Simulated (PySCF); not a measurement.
**What a change does: NMR shielding calculation on C₄H₁₁NOSi**

System: C₄H₁₁NOSi, SMILES C[SiH2]C(=O)N(C)C.
Method of run A: GIAO PBE/pcSseg-1 NMR shielding, non-relativistic, gas phase (PySCF 2.14.0).

The geometry comes from this level: PBE0-D3(BJ)/def2-SVP. Text and figures count atoms from 1; the logs count them from 0 in places.

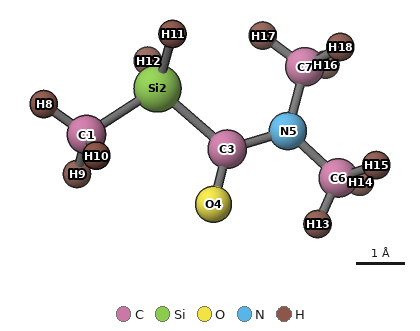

The structure (ball-and-stick view, seen at a tilt; atoms are numbered from 1 in the order of the input). Bond lengths as drawn: C–H 1.10 Å, C–N 1.37 to 1.44 Å, C–O 1.22 Å, C–Si 1.87 to 1.94 Å and H–Si 1.50 Å.

## Input file, run A
```
{"job": {"kind": "nmr", "xc": "PBE", "basis": "pcSseg-1", "pop": false}, "charge": 0, "multiplicity": 1}
C      2.964564     0.487208    -0.785903
Si     1.559274     0.282819     0.425520
C     -0.010413    -0.067313    -0.653911
O      0.176041    -0.147796    -1.859921
N     -1.245534    -0.215194    -0.091471
C     -2.386196    -0.469806    -0.935713
C     -1.484880    -0.137879     1.321822
H      3.913556     0.704607    -0.273359
H      3.076140    -0.431374    -1.380580
H      2.736339     1.306500    -1.483412
H      1.365411     1.511708     1.262429
H      1.794167    -0.857455     1.370424
H     -2.036370    -0.503407    -1.974979
H     -2.861141    -1.431947    -0.677981
H     -3.141746     0.327564    -0.829169
H     -1.927403    -1.074862     1.703260
H     -0.547048     0.034605     1.867441
H     -2.174710     0.688322     1.568709
```

The first line tells a small driver script what to run in PySCF; the rest is the geometry in Å.

Command:
```bash
OMP_NUM_THREADS=1 python <driver script> task.json out
```

Hardware: 1 CPU thread, shared host.

## Output (run A)
```
coarse grid: 14936 points
cycle   1  E = -577.6961635624  dE =  5.894e-01  |g| = 1.002e+00  |ddm| = 3.679e+00
cycle   2  E = -575.4969354069  dE =  2.199e+00  |g| = 3.016e+00  |ddm| = 5.892e+00
cycle   3  E = -577.8412096331  dE = -2.344e+00  |g| = 5.192e-01  |ddm| = 5.669e+00
cycle   4  E = -577.8949055098  dE = -5.370e-02  |g| = 2.583e-01  |ddm| = 6.506e-01
cycle   5  E = -577.9078103740  dE = -1.290e-02  |g| = 1.103e-01  |ddm| = 2.777e-01
cycle   6  E = -577.9103226587  dE = -2.512e-03  |g| = 3.366e-02  |ddm| = 1.009e-01
cycle   7  E = -577.9105819342  dE = -2.593e-04  |g| = 7.362e-03  |ddm| = 3.396e-02
cycle   8  E = -577.9105930561  dE = -1.112e-05  |g| = 2.645e-03  |ddm| = 7.403e-03
cycle   9  E = -577.9105945661  dE = -1.510e-06  |g| = 7.575e-04  |ddm| = 2.197e-03
final grid: 138056 points
cycle  10  E = -577.9771543945  dE =  2.205e-05  |g| = 2.212e-02  |ddm| = 3.611e-02
cycle  11  E = -577.9763854268  dE =  7.690e-04  |g| = 6.524e-02  |ddm| = 6.453e-02
cycle  12  E = -577.9772347988  dE = -8.494e-04  |g| = 9.672e-03  |ddm| = 5.495e-02
cycle  13  E = -577.9772563543  dE = -2.156e-05  |g| = 8.702e-04  |ddm| = 8.366e-03
cycle  14  E = -577.9772564932  dE = -1.389e-07  |g| = 3.653e-04  |ddm| = 8.578e-04
cycle  15  E = -577.9772565256  dE = -3.236e-08  |g| = 7.235e-05  |ddm| = 3.553e-04
cycle  16  E = -577.9772565267  dE = -1.061e-09  |g| = 2.483e-05  |ddm| = 7.653e-05
cycle  17  E = -577.9772565268  dE = -1.346e-10  |g| = 6.881e-06  |ddm| = 2.273e-05
converged SCF energy = -577.9772565268

GIAO shielding tensors (ppm)
atom      isotropic    diamagn.    paramagn.     s11        s22        s33       span
  0 C      188.595     252.327     -63.732    183.222    186.622    195.941     12.719
  1 Si     399.104     883.387    -484.284    342.843    379.142    475.326    132.483
  2 C        6.091     254.155    -248.064    -65.708     10.523     73.458    139.166
  3 O     -149.291     402.837    -552.128   -536.491   -202.677    291.294    827.785
  4 N      117.135     332.616    -215.481    -20.836    156.901    215.339    236.176
  5 C      150.375     244.943     -94.568    118.714    152.152    180.261     61.547
  6 C      141.982     247.734    -105.752    122.378    127.055    176.513     54.135
  7 H       31.161      27.629       3.532     26.607     28.130     38.746     12.139
  8 H       30.690      30.273       0.417     26.377     28.422     37.272     10.895
  9 H       30.752      30.397       0.355     26.476     28.519     37.262     10.785
 10 H       26.531      30.745      -4.215     22.393     26.718     30.480      8.087
 11 H       26.570      30.652      -4.082     22.574     26.575     30.561      7.987
 12 H       26.370      30.198      -3.829     21.211     27.269     30.629      9.418
 13 H       29.290      28.402       0.888     24.613     27.239     36.018     11.405
 14 H       29.270      28.398       0.872     24.602     27.204     36.004     11.402
 15 H       28.542      29.842      -1.299     24.860     26.146     34.620      9.760
 16 H       27.963      32.074      -4.111     23.524     29.073     31.292      7.767
 17 H       28.515      29.876      -1.361     24.858     26.051     34.635      9.777
```

For run B the input was changed thus:
```diff
-"xc": "PBE"
+"xc": "PBE0"
-"pop": false
```

How does run B compare with run A?

The total energies belong to different methods, so their difference says nothing on which is more stable or more accurate. The HOMO goes from −5.36 to −6.86 eV. The LUMO goes from −0.89 to 0.08 eV. The dipole moment goes from 2.84 to 2.99 D. Of all shieldings, the largest change is that of Si2, by +11.4 ppm. The functional changes from PBE to PBE0. Exact exchange removes part of the self-interaction error of semilocal functionals, which pushes filled and empty levels apart. The SCF takes 15 iterations against 17.

## Output (run B)
```
coarse grid: 14936 points
cycle   1  E = -577.8202681063  dE =  6.981e-01  |g| = 8.621e-01  |ddm| = 3.613e+00
cycle   2  E = -577.1015497298  dE =  7.187e-01  |g| = 2.030e+00  |ddm| = 2.767e+00
cycle   3  E = -577.9659504765  dE = -8.644e-01  |g| = 1.949e-01  |ddm| = 2.286e+00
cycle   4  E = -577.9729051469  dE = -6.955e-03  |g| = 1.020e-01  |ddm| = 2.269e-01
cycle   5  E = -577.9752218864  dE = -2.317e-03  |g| = 2.298e-02  |ddm| = 8.218e-02
cycle   6  E = -577.9753217419  dE = -9.986e-05  |g| = 8.772e-03  |ddm| = 2.000e-02
cycle   7  E = -577.9753375942  dE = -1.585e-05  |g| = 1.715e-03  |ddm| = 7.238e-03
cycle   8  E = -577.9753381658  dE = -5.716e-07  |g| = 6.303e-04  |ddm| = 1.920e-03
final grid: 138056 points
cycle   9  E = -578.0244629384  dE = -1.498e-05  |g| = 1.260e-02  |ddm| = 2.408e-02
cycle  10  E = -578.0243704602  dE =  9.248e-05  |g| = 2.513e-02  |ddm| = 2.641e-02
cycle  11  E = -578.0244940321  dE = -1.236e-04  |g| = 3.007e-03  |ddm| = 1.936e-02
cycle  12  E = -578.0244960043  dE = -1.972e-06  |g| = 1.943e-04  |ddm| = 2.273e-03
cycle  13  E = -578.0244960112  dE = -6.859e-09  |g| = 8.614e-05  |ddm| = 2.297e-04
cycle  14  E = -578.0244960129  dE = -1.782e-09  |g| = 2.180e-05  |ddm| = 9.523e-05
cycle  15  E = -578.0244960130  dE = -1.075e-10  |g| = 5.806e-06  |ddm| = 2.537e-05
converged SCF energy = -578.0244960130

GIAO shielding tensors (ppm)
atom      isotropic    diamagn.    paramagn.     s11        s22        s33       span
  0 C      192.559     253.396     -60.837    186.917    190.809    199.951     13.034
  1 Si     410.467     882.273    -471.806    355.690    391.007    484.704    129.014
  2 C        3.131     253.780    -250.648    -73.459      1.400     81.452    154.911
  3 O     -156.593     402.714    -559.307   -568.936   -214.929    314.085    883.021
  4 N      126.906     333.808    -206.902    -16.630    166.901    230.449    247.079
  5 C      154.856     244.343     -89.487    124.976    155.767    183.824     58.848
  6 C      146.996     247.206    -100.210    128.720    131.987    180.280     51.560
  7 H       31.234      27.602       3.633     26.513     28.040     39.149     12.635
  8 H       30.686      30.273       0.414     26.185     28.332     37.541     11.356
  9 H       30.750      30.400       0.350     26.288     28.433     37.531     11.244
 10 H       26.765      30.554      -3.790     22.659     26.828     30.807      8.148
 11 H       26.794      30.456      -3.661     22.822     26.675     30.886      8.064
 12 H       26.496      29.908      -3.411     21.200     27.314     30.976      9.776
 13 H       29.350      28.469       0.881     24.559     27.193     36.298     11.739
 14 H       29.332      28.462       0.870     24.547     27.161     36.286     11.739
 15 H       28.622      29.944      -1.322     24.778     26.183     34.906     10.128
 16 H       28.104      31.803      -3.699     23.398     29.117     31.797      8.399
 17 H       28.596      29.970      -1.374     24.787     26.085     34.916     10.129
```

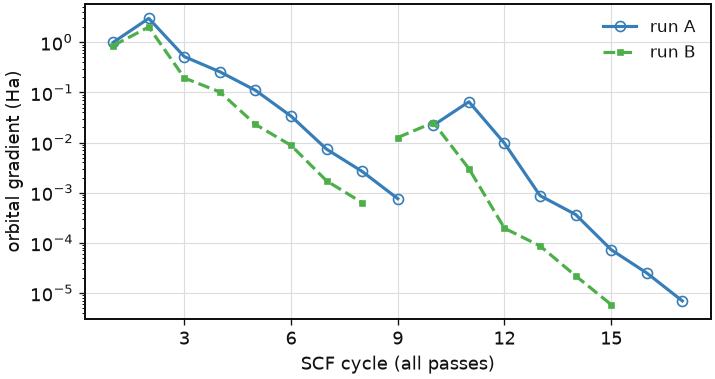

Convergence of the two runs: orbital gradient against the SCF cycle. A break in a curve parts two SCF passes (coarse and final grid). Run A takes 17 cycles in all, and run B takes 15.

## The two runs side by side

| quantity | run A | run B |
| --- | --- | --- |
| outcome | converged | converged |
| total energy (hartree) | −577.977257 | −578.024496 |
| HOMO (eV) | −5.36 | −6.86 |
| LUMO (eV) | −0.89 | 0.08 |
| dipole moment (D) | 2.84 | 2.99 |
| shielding of C1 (ppm) | 188.6 | 192.6 |
| shielding of Si2 (ppm) | 399.1 | 410.5 |
| shielding of C3 (ppm) | 6.1 | 3.1 |
| shielding of O4 (ppm) | −149.3 | −156.6 |
| shielding of N5 (ppm) | 117.1 | 126.9 |
| shielding of C6 (ppm) | 150.4 | 154.9 |
| shielding of C7 (ppm) | 142.0 | 147.0 |
| SCF iterations | 17 | 15 |
| basis functions | 181 | 181 |
| wall time (shared host) | 60 s | 49 s |
